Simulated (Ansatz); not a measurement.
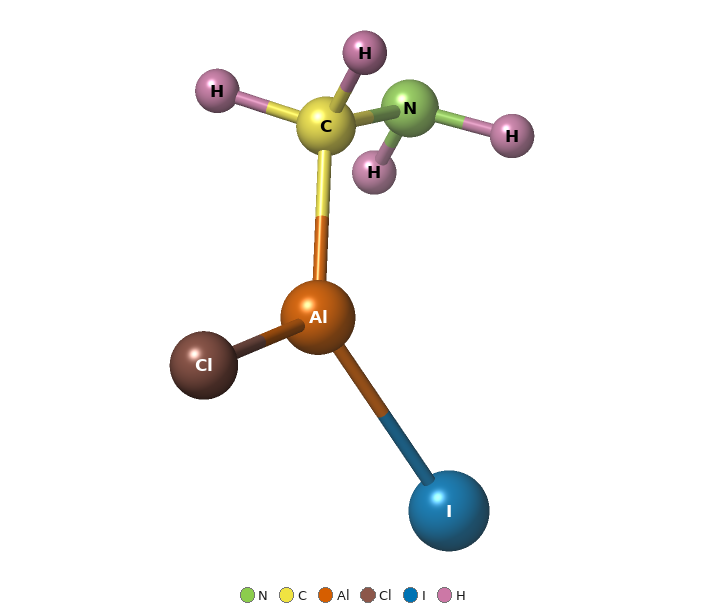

A ball-and-stick model of a molecule.

Identify the structure.

The molecule is CH4AlClIN. Its SMILES string is `N[CH2][Al]([Cl])[I]`. Among its groups: primary amine. This geometry has Cs symmetry. Coordination: 1 N trigonal pyramidal; 1 C tetrahedral; 1 Al trigonal planar.

More results for the same structure follow; atom numbers are the same in all pictures, views and colours differ. The geometry was computed by an optimisation with PBE0-D4/def2-TZVP.

**Shape**

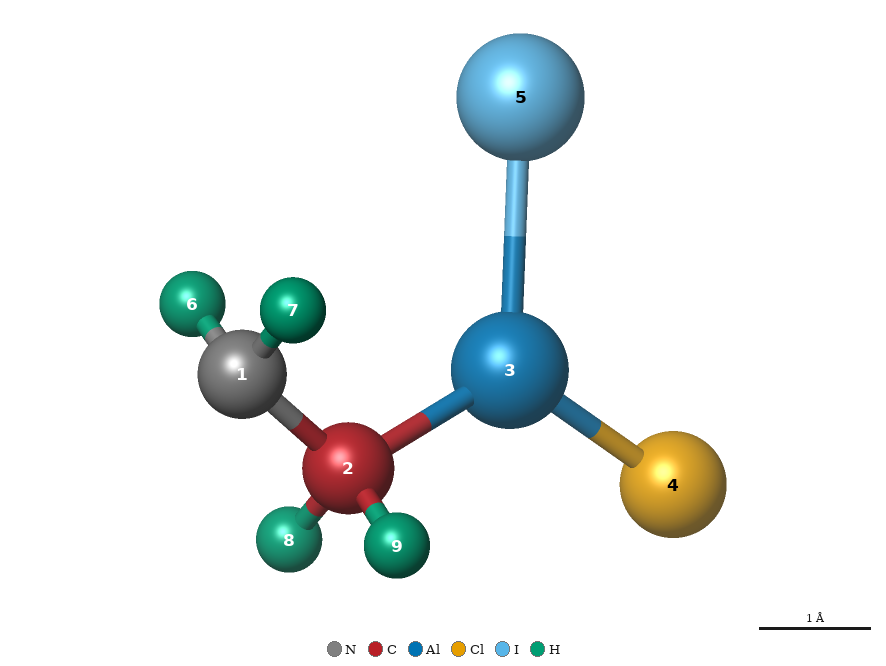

Numbered structure.

List the bonds and their lengths.

```json
{"bond": "N1–C2", "length (Å)": "1.461"}
{"bond": "N1–H6", "length (Å)": "1.012"}
{"bond": "N1–H7", "length (Å)": "1.012"}
{"bond": "C2–Al3", "length (Å)": "1.972"}
{"bond": "C2–H8", "length (Å)": "1.096"}
{"bond": "C2–H9", "length (Å)": "1.096"}
{"bond": "Al3–Cl4", "length (Å)": "2.096"}
{"bond": "Al3–I5", "length (Å)": "2.474"}
```

**Vibrations**

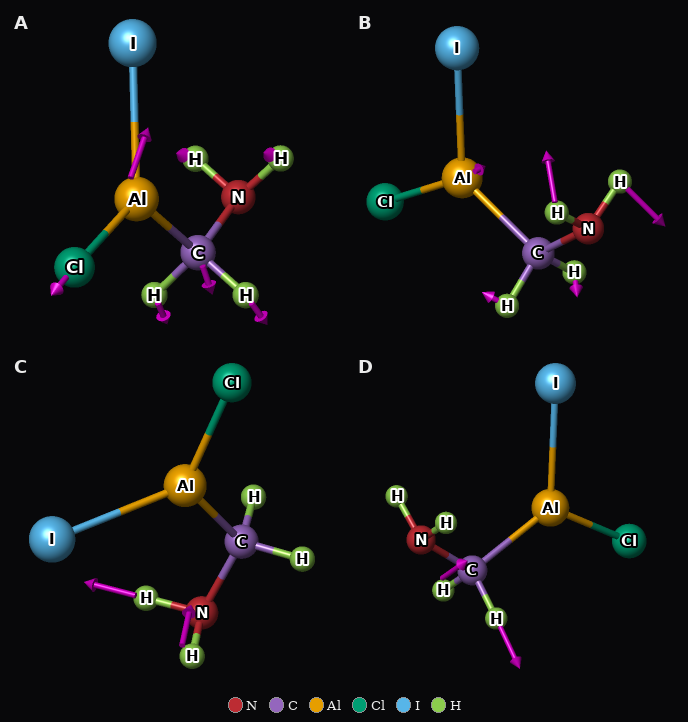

4 normal modes of one molecule or complex, as arrows. Harmonic vibrations computed with RKS PBE0-D4/def2-TZVP, core potentials on I (Ansatz 0.2.0) at a stationary point of the same level.

Match the panels to the wavenumbers 123 cm⁻¹, 547 cm⁻¹, 3076 cm⁻¹, 3608 cm⁻¹.

Answer. A: 547 cm⁻¹
B: 123 cm⁻¹, a torsion or out-of-plane motion in which bond lengths and bond angles hardly change
C: 3608 cm⁻¹, out-of-phase stretching of 2 N–H bonds
D: 3076 cm⁻¹, out-of-phase stretching of 2 C–H bonds

**Electronic properties**

Level of theory: RKS CAM-B3LYP-D4/def2-TZVPP, core potentials on I (Ansatz 0.2.0).

Estimate the dispersion correction.

Answer. −21.4 kJ/mol.

What is the HOMO energy (Kohn–Sham orbital)?

Answer. −7.98 eV.

What is the HOMO–LUMO gap?

Answer. 7.62 eV.

**Charges**

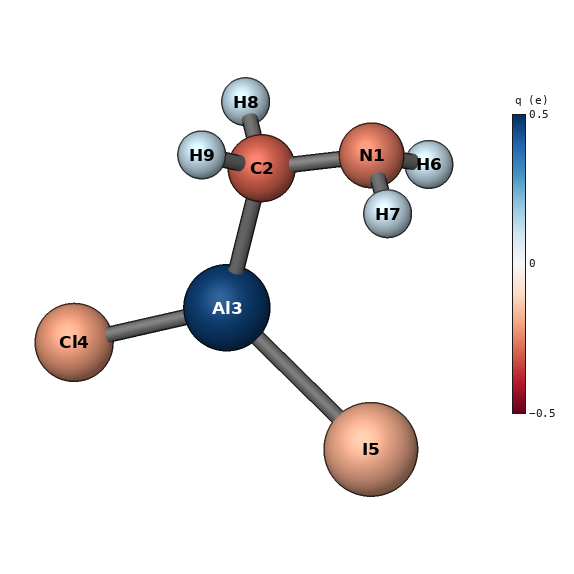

Atoms are coloured by their Mulliken charges. Level of theory: RKS ωB97M-V/def2-TZVPP, core potentials on I (Ansatz 0.2.0).

List the Mulliken charges.

```
atom  value (e)
  N1      −0.26
  C2      −0.29
 Al3       0.47
 Cl4      −0.21
  I5      −0.18
  H6       0.12
  H7       0.12
  H8       0.12
  H9       0.12
```

Mulliken values depend strongly on the basis set and can even reverse the polarity of a bond.
